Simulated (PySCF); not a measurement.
# One shape, several levels: BPH4 (SMILES BP)

Wanted: a comparison of 6 runs (B3LYP/STO-3G, wB97X-V/STO-3G, UMP2/STO-3G, CCSDT(Q)/STO-3G, CISD/STO-3G, CCSD(T)/STO-3G) of BPH4. The job is set up through a Python script.

The results are computed with PySCF 2.14.0.

2 further runs of the same task are left out: 2 set aside as unsound or not needed.

**1. Starting point**

The species is BPH4 (6 atoms), meant as a singlet with charge 0. SMILES: `BP`. The B1–P2 distance was set to 2.762 Å, away from the relaxed value. At this shape a bond of the SMILES string is far longer than usual.

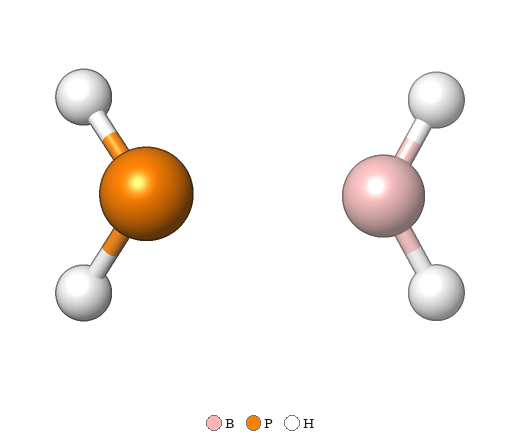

Viewed from a chosen angle; boron pink, phosphorus orange, hydrogen white.

**2. A single-point energy at B3LYP/STO-3G (run 1)**

run.py reads:

```python
from pyscf import gto, dft

mol = gto.Mole()
mol.atom = '''
B     -0.350323    -3.337901     0.091659
P      0.715715     1.755121     0.490630
H     -1.824536    -4.251073     1.459915
H      0.890414    -4.609516    -1.221341
H      1.132154     2.492643    -1.972345
H     -1.629454     2.857644     0.752508
'''
mol.unit = 'bohr'
mol.max_memory = 1860
mol.spin = 0
mol.basis = 'sto-3g'
mol.verbose = 3
mol.build()

mf = dft.RKS(mol, xc='b3lyp')
mf.grids.level = 5
mf.conv_tol = 1e-10
mf.kernel()
if not mf.converged:
    mf = mf.newton().run(mf.mo_coeff, mf.mo_occ)

energy = mf.e_tot
print('E(%s) = %.9f' % ('B3LYP', energy))
```

Command:

```bash
$ OMP_NUM_THREADS=1 python run.py
```

The program printed:

```text
converged SCF energy = -364.273851589683
E(B3LYP) = -364.273851590
```

Wall time 3.3 s (1 thread of AMD EPYC 7R13 (Zen 3), shared host); peak memory 0.2 GiB.

**3. The energy at wB97X-V/STO-3G (run 2)**

mol.xyz reads:

```xyz
6
BH4P
B     -0.185383    -1.766341     0.048504
P      0.378740     0.928770     0.259630
H     -0.965503    -2.249571     0.772554
H      0.471187    -2.439251    -0.646306
H      0.599110     1.319050    -1.043720
H     -0.862270     1.512200     0.398210
```

calc.py reads:

```python
from pyscf import gto, dft

mol = gto.M(
    atom='mol.xyz',
    spin=0,
    verbose=3,
    charge=0,
    basis='sto-3g',
    max_memory=1860,
)

mf = dft.RKS(mol)
mf.xc = 'wb97x-v'
mf.conv_tol = 1e-10
mf.nlcgrids.level = 1
mf.grids.level = 5
mf.kernel()
if not mf.converged:
    mf = mf.newton().run(mf.mo_coeff, mf.mo_occ)

e_tot = mf.e_tot
print(f'total energy: {e_tot:.8f} hartree')
```

Command:

```bash
$ OMP_NUM_THREADS=1 python calc.py
```

The program printed:

```text
converged SCF energy = -364.191442891643
total energy: -364.19144289 hartree
```

Run time: 21 s. Hardware: 1 thread of AMD EPYC 7R13 (Zen 3), shared host; peak memory 0.19 GiB.

Run 3 isn't shown in full; the table further down has it.

**4. A single-point energy at CCSDT(Q)/STO-3G (run 4)**

run.py reads:

```python
from pyscf import gto, scf, cc

mol = gto.M(
    atom=[
    ('B', (-0.185383, -1.766341, 0.048504)),
    ('P', (0.378740, 0.928770, 0.259630)),
    ('H', (-0.965503, -2.249571, 0.772554)),
    ('H', (0.471187, -2.439251, -0.646306)),
    ('H', (0.599110, 1.319050, -1.043720)),
    ('H', (-0.862270, 1.512200, 0.398210)),
],
    verbose=3,
    charge=0,
    basis='sto-3g',
    max_memory=1860,
)

mf = scf.RHF(mol)
mf.conv_tol = 1e-10
mf.kernel()
if not mf.converged:
    mf = mf.newton().run(mf.mo_coeff, mf.mo_occ)

mycc = cc.CCSDT(mf, frozen=6)
mycc.kernel()
e_bracket, e_q = mycc.ccsdt_q()
e_final = mycc.e_tot + e_q
print('E(%s) = %.9f' % ('CCSDT(Q)', e_final))
```

Command:

```bash
$ OMP_NUM_THREADS=1 python run.py
```

The program printed:

```text
converged SCF energy = -363.422406382052
_make_eris_incore_RCCSDT

WARN: A large `blksize` is being used, which may cause large memory consumption
      for storing contraction intermediates. If memory is sufficient, consider using
      `pyscf.cc.rccsdt_highm.RCCSDT` instead.

WARN: A large `blksize_oovv` is being used, which may cause large memory consumption
      for storing contraction intermediates. If memory is sufficient, consider using
      `pyscf.cc.rccsdt_highm.RCCSDT` instead.

WARN: A large `blksize_oooo` is being used, which may cause large memory consumption
      for storing contraction intermediates. If memory is sufficient, consider using
      `pyscf.cc.rccsdt_highm.RCCSDT` instead.

RCCSDT converged
E(RCCSDT) = -363.5660414331799   E_corr = -0.1436350511278097
E_corr(same-spin) = -0.00201277856536718
E_corr(oppo-spin) = -0.141622272562442
_make_eris_incore_RCCSDT
E(CCSDT(Q)) = -363.566161284
```

It took 1.7 s on 1 thread of AMD EPYC 7R13 (Zen 3), shared host; peak memory 0.1 GiB.

Run 5 isn't shown in full; the table further down has it.

**5. A single-point energy at CCSD(T)/STO-3G (run 6)**

input.py reads:

```python
from pyscf import gto, scf, cc

molecule = gto.M(
    atom=[
    ('B', (-0.185383, -1.766341, 0.048504)),
    ('P', (0.378740, 0.928770, 0.259630)),
    ('H', (-0.965503, -2.249571, 0.772554)),
    ('H', (0.471187, -2.439251, -0.646306)),
    ('H', (0.599110, 1.319050, -1.043720)),
    ('H', (-0.862270, 1.512200, 0.398210)),
],
    verbose=4,
    basis='sto-3g',
    max_memory=1860,
    spin=0,
)

hf = scf.RHF(molecule)
hf.conv_tol = 1e-10
hf.kernel()
if not hf.converged:
    hf = hf.newton().run(hf.mo_coeff, hf.mo_occ)

mycc = cc.CCSD(hf, frozen=6)
mycc.kernel()
e_t = mycc.ccsd_t()
e_final = mycc.e_tot + e_t
print(f'total energy: {e_final:.8f} hartree')
```

Command:

```bash
$ OMP_NUM_THREADS=1 python input.py
```

The program printed:

```text
PySCF version 2.14.0

[... 60 lines left out ...]
converged SCF energy = -363.422406382052
[... 12 lines left out ...]
Init t2, MP2 energy = -363.515076310815  E_corr(MP2) -0.0926699287632566
[... 15 lines left out ...]
CCSD converged
[... 2 lines left out ...]
total energy: -363.56547957 hartree
```

It took 0.79 s on 1 thread of AMD EPYC 7R13 (Zen 3), shared host; peak memory 0.1 GiB.

**6. Overview of the runs**

```
run            level  nlc grid  integration grid  energy (Eh)  dipole moment (D) of the reference  HOMO energy (eV)  LUMO energy (eV)  wall time
  1     B3LYP/STO-3G         –                 5  -364.273852                                0.76             -3.28              0.92      3.3 s
  2   wB97X-V/STO-3G         1                 5  -364.191443                                0.93             -5.57              3.76       21 s
  3      UMP2/STO-3G         –                 –  -363.512386                                0.67             -6.74              6.31     0.89 s
  4  CCSDT(Q)/STO-3G         –                 –  -363.566161                                0.93             -5.47              5.64      1.7 s
  5      CISD/STO-3G         –                 –  -363.552023                                0.93             -5.47              5.64     0.91 s
  6   CCSD(T)/STO-3G         –                 –  -363.565480                                0.93             -5.47              5.64     0.79 s
```

**7. What came out**

```
                                          quantity          value
                               run 6: total energy  -363.56548 Eh
       run 6: dipole moment (Hartree–Fock density)         0.93 D
        run 6: HOMO energy (Hartree–Fock orbitals)       -5.47 eV
        run 6: LUMO energy (Hartree–Fock orbitals)        5.64 eV
      run 6: HOMO–LUMO gap (Hartree–Fock orbitals)       11.10 eV
run 6: correlation energy (6 core orbitals frozen)     -143.1 mEh
                             run 6: (T) correction      -1.37 mEh
                              run 6: T1 diagnostic          0.018
```

**Reading.** Totals of different functionals can't be ranked against each other. In runs 1, 2, 3, 4, 5, 6 the basis is minimal, so the values are rough. Spin contamination of the reference: run 3 ⟨S²⟩ = 0.73. Where it is this large, the reference is a mixture of spin states, and values that rest on it are in doubt. All runs together took 29 s, the longest 21 s.
